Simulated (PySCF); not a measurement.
Geometry relaxation, with input and output: HBr

System: HBr.
Method: AM05/6-31G*, RKS (PySCF 2.14.0).

The atoms were displaced at random from an optimised geometry. Figures and captions count atoms from 1; the log counts them from 0 in places.

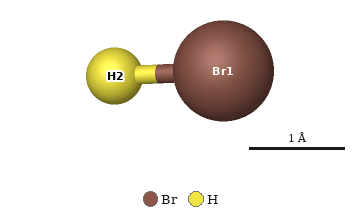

*The starting structure (ball-and-stick view, seen at a tilt; atoms are numbered from 1 in the order of the input).*

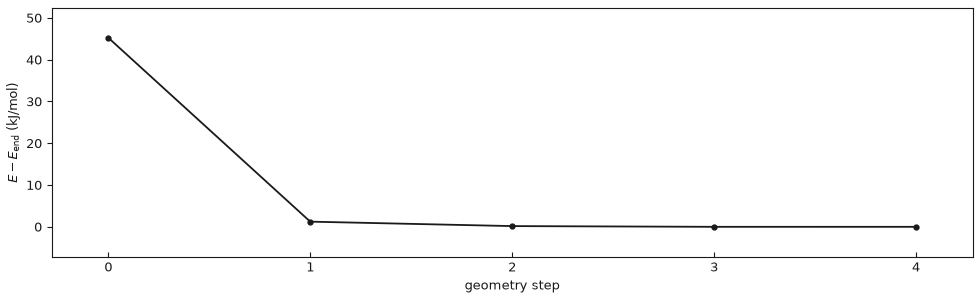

*Progress of the relaxation, step by step (steps are counted from 0).*

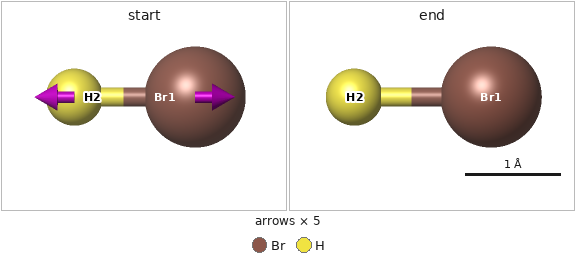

*Before (left) and after (right) the relaxation, at one scale (ball-and-stick view, seen on its broad side). The pink arrows give the displacements, magnified 5 times.*

The largest moves after the best rigid fit, 0.085 Å, are those of Br1 and H2. By element the largest moves are Br 0.085 Å, H 0.085 Å. Among the contacts that change: Br1–H2 1.272 → 1.441 Å. After 4 geometry steps the energy has fallen by 45.2 kJ/mol. The largest force component goes from 5.4 to 0.00078 eV/Å. (Atoms are counted from 1 in the order of the input.)

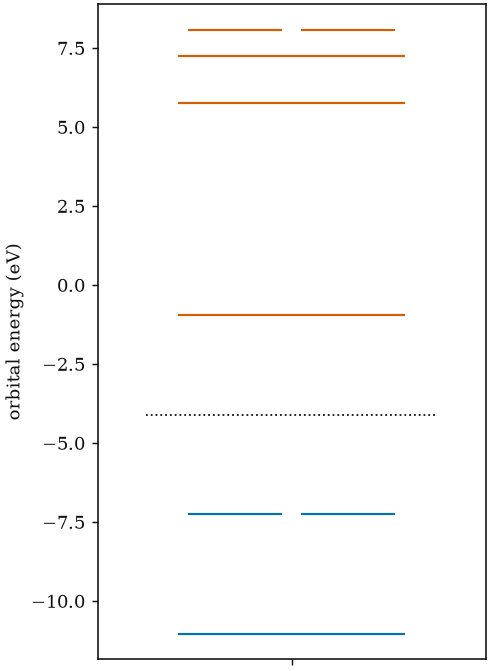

*Orbital energies near the frontier; the dotted line parts filled from empty levels, and levels within 0.02 eV of each other stand side by side.*

Highest filled −7.26 eV, lowest empty −0.94 eV, 6.32 eV apart.

The input and output of the run follow.

Input (calc.py):
```python
from pyscf import gto, dft
from pyscf.geomopt.geometric_solver import kernel as optimise

molecule = gto.M(
    atom='Br -0.568186 0.255530 -0.264728; H 0.501137 -0.133710 0.304581',
    spin=0,
    max_memory=1860,
    basis='6-31g*',
    verbose=3,
)

mf = dft.RKS(molecule)
mf.xc = 'gga_x_am05,gga_c_am05'
mf = mf.density_fit(auxbasis='def2-universal-jkfit')
converged, mol_eq = optimise(mf, maxsteps=100)
print('converged:', converged)
print(mol_eq.tostring())

mf.reset(mol_eq)
molecule = mol_eq
mf.kernel()
energy = mf.e_tot
print('Final energy', energy)
```

Run as:
```bash
OMP_NUM_THREADS=1 python calc.py
```

The program's output:
```
#|     Arguments passed to driver run_optimizer():      |#
customengine              <pyscf.geomopt.geometric_solver.PySCFEngine object>
maxiter                   100
----------------------------------------------------------
Custom engine selected.
Bonds will be generated from interatomic distances less than 1.20 times sum of covalent radii
6 internal coordinates being used (instead of 6 Cartesians)
Internal coordinate system (atoms numbered from 1):
Distance 1-2
Translation-X 1-2
Translation-Y 1-2
Translation-Z 1-2
Rotation-A 1-2
Rotation-B 1-2
Rotation-C 1-2
<class 'geometric.internal.Distance'> : 1
<class 'geometric.internal.TranslationX'> : 1
<class 'geometric.internal.TranslationY'> : 1
<class 'geometric.internal.TranslationZ'> : 1
<class 'geometric.internal.RotationA'> : 1
<class 'geometric.internal.RotationB'> : 1
<class 'geometric.internal.RotationC'> : 1
> ===== Optimization Info: ====
> Job type: Energy minimization
> Maximum number of optimization cycles: 100
> Initial / maximum trust radius (Angstrom): 0.100 / 0.300
> Convergence Criteria:
> Will converge when all 5 criteria are reached:
>  |Delta-E| < 1.00e-06
>  RMS-Grad  < 3.00e-04
>  Max-Grad  < 4.50e-04
>  RMS-Disp  < 1.20e-03
>  Max-Disp  < 1.80e-03
> === End Optimization Info ===

Geometry optimization cycle 1
Cartesian coordinates (Angstrom)
 Atom        New coordinates             dX        dY        dZ
  Br  -0.568186   0.255530  -0.264728    0.000000  0.000000  0.000000
   H   0.501137  -0.133710   0.304581    0.000000  0.000000 -0.000000

WARN: Mole.unit (angstrom) is changed to Bohr

converged SCF energy = -2571.01495133137
--------------- DFRKS_Scanner gradients ---------------
         x                y                z
0 Br     0.1050215565    -0.0382286115     0.0559134397
1 H    -0.1050199141     0.0382278974    -0.0559127631
----------------------------------------------
cycle 1: E = -2571.01495133  dE = -2571.01  norm(grad) = 0.176732
Step    0 : Gradient = 1.250e-01/1.250e-01 (rms/max) Energy = -2571.0149513314
Hessian Eigenvalues: 5.00000e-02 5.00000e-02 5.00000e-02 ... 5.00000e-02 5.00000e-02 3.26593e-01

Geometry optimization cycle 2
Cartesian coordinates (Angstrom)
 Atom        New coordinates             dX        dY        dZ
  Br  -0.653286   0.286510  -0.310031   -0.085100  0.030980 -0.045303
   H   0.586202  -0.164675   0.349870    0.085065 -0.030965  0.045289
converged SCF energy = -2571.03171355622
--------------- DFRKS_Scanner gradients ---------------
         x                y                z
0 Br    -0.0121893166     0.0044370900    -0.0064896171
1 H     0.0121896754    -0.0044371776     0.0064896499
----------------------------------------------
cycle 2: E = -2571.03171356  dE = -0.0167622  norm(grad) = 0.0205128
Step    1 : Displace = 1.012e-01/1.012e-01 (rms/max) Trust = 1.000e-01 (=) Grad = 1.450e-02/1.450e-02 (rms/max) E (change) = -2571.0317135562 (-1.676e-02) Quality = 0.701
Hessian Eigenvalues: 5.00000e-02 5.00000e-02 5.00000e-02 ... 5.00000e-02 5.00000e-02 3.64499e-01

Geometry optimization cycle 3
Cartesian coordinates (Angstrom)
 Atom        New coordinates             dX        dY        dZ
  Br  -0.644441   0.283289  -0.305322    0.008845 -0.003221  0.004710
   H   0.577351  -0.161452   0.345160   -0.008852  0.003223 -0.004710
converged SCF energy = -2571.03211849525
--------------- DFRKS_Scanner gradients ---------------
         x                y                z
0 Br    -0.0047760177     0.0017385463    -0.0025428541
1 H     0.0047763197    -0.0017386336     0.0025428042
----------------------------------------------
cycle 3: E = -2571.0321185  dE = -0.000404939  norm(grad) = 0.00803747
Step    2 : Displace = 1.053e-02/1.053e-02 (rms/max) Trust = 1.000e-01 (=) Grad = 5.683e-03/5.683e-03 (rms/max) E (change) = -2571.0321184953 (-4.049e-04) Quality = 1.403
Hessian Eigenvalues: 5.00000e-02 5.00000e-02 5.00000e-02 ... 5.00000e-02 5.00000e-02 2.21679e-01

Geometry optimization cycle 4
Cartesian coordinates (Angstrom)
 Atom        New coordinates             dX        dY        dZ
  Br  -0.638746   0.281214  -0.302286    0.005695 -0.002075  0.003036
   H   0.571645  -0.159374   0.342126   -0.005705  0.002078 -0.003034
converged SCF energy = -2571.03218543975
--------------- DFRKS_Scanner gradients ---------------
         x                y                z
0 Br     0.0004499426    -0.0001637538     0.0002394137
1 H    -0.0004496804     0.0001636678    -0.0002395146
----------------------------------------------
cycle 4: E = -2571.03218544  dE = -6.69445e-05  norm(grad) = 0.000756934
Step    3 : Displace = 6.783e-03/6.783e-03 (rms/max) Trust = 1.414e-01 (+) Grad = 5.352e-04/5.353e-04 (rms/max) E (change) = -2571.0321854398 (-6.694e-05) Quality = 0.919
Hessian Eigenvalues: 5.00000e-02 5.00000e-02 5.00000e-02 ... 5.00000e-02 5.00000e-02 2.42555e-01

Geometry optimization cycle 5
Cartesian coordinates (Angstrom)
 Atom        New coordinates             dX        dY        dZ
  Br  -0.639239   0.281392  -0.302546   -0.000493  0.000179 -0.000260
   H   0.572134  -0.159551   0.342388    0.000489 -0.000177  0.000262
converged SCF energy = -2571.0321860091
--------------- DFRKS_Scanner gradients ---------------
         x                y                z
0 Br    -0.0000148239     0.0000054246    -0.0000080255
1 H     0.0000150879    -0.0000055102     0.0000079278
----------------------------------------------
cycle 5: E = -2571.03218601  dE = -5.69343e-07  norm(grad) = 2.5188e-05
Step    4 : Displace = 5.839e-04/5.839e-04 (rms/max) Trust = 2.000e-01 (+) Grad = 1.781e-05/1.791e-05 (rms/max) E (change) = -2571.0321860091 (-5.693e-07) Quality = 0.964
Hessian Eigenvalues: 5.00000e-02 5.00000e-02 5.00000e-02 ... 5.00000e-02 5.00000e-02 2.42555e-01
Converged! =D

converged: True
Br         -0.63923914        0.28139247       -0.30254617
H           0.57213381       -0.15955120        0.34238789
converged SCF energy = -2571.0321860091
Final energy -2571.0321860091003
```

Trajectory as extended XYZ (Å, eV, eV/Å), 5 frames, from step=0 to step=4:
```
2
Properties=species:S:1:pos:R:3:forces:R:3 step=0 energy=-69960.88088
Br   -0.5682    0.2555   -0.2647   -5.4004   1.9658  -2.8752
H     0.5011   -0.1337    0.3046    5.4003  -1.9658   2.8752
2
Properties=species:S:1:pos:R:3:forces:R:3 step=1 energy=-69961.33701
Br   -0.6533    0.2865   -0.3100    0.6268  -0.2282   0.3337
H     0.5862   -0.1647    0.3499   -0.6268   0.2282  -0.3337
2
Properties=species:S:1:pos:R:3:forces:R:3 step=2 energy=-69961.34803
Br   -0.6444    0.2833   -0.3053    0.2456  -0.0894   0.1308
H     0.5774   -0.1615    0.3452   -0.2456   0.0894  -0.1308
2
Properties=species:S:1:pos:R:3:forces:R:3 step=3 energy=-69961.34985
Br   -0.6387    0.2812   -0.3023   -0.0231   0.0084  -0.0123
H     0.5716   -0.1594    0.3421    0.0231  -0.0084   0.0123
2
Properties=species:S:1:pos:R:3:forces:R:3 step=4 energy=-69961.34986
Br   -0.6392    0.2814   -0.3025    0.0008  -0.0003   0.0004
H     0.5721   -0.1596    0.3424   -0.0008   0.0003  -0.0004
```

Results in brief:

| quantity | value |
| --- | --- |
| outcome | converged |
| total energy | −2571.032186 hartree |
| basis functions | 34 |
| HOMO | −7.26 eV |
| LUMO | −0.94 eV |
| dipole moment | 1.17 D |
| hardware | 1 thread of Intel Xeon @ 2.50GHz (Skylake/Cascade Lake), 189 GiB of memory available, shared host |
| wall time | 14 s |
| peak memory | 0.26 GiB |
